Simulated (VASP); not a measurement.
Band structure of Hf (hcp). Level of theory: revPBE GGA, VASP's PBE PAW potentials (set 64) (plane waves; VASP 6.6.1).

Unless said otherwise, spin-orbit coupling is left out, though it shifts the bands of the heavy elements here.

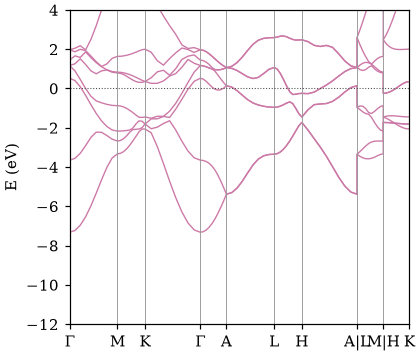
*Bands along high-symmetry lines, zero at the valence-band maximum or, without a gap, the Fermi level*

### Question
Read the plot: is there a gap, and where are the band edges?

### Answer
It has no gap at this level: it comes out as a metal or semimetal. (Edges off the drawn lines would not show.)

The compound is Hf in the hcp structure. It was relaxed first.
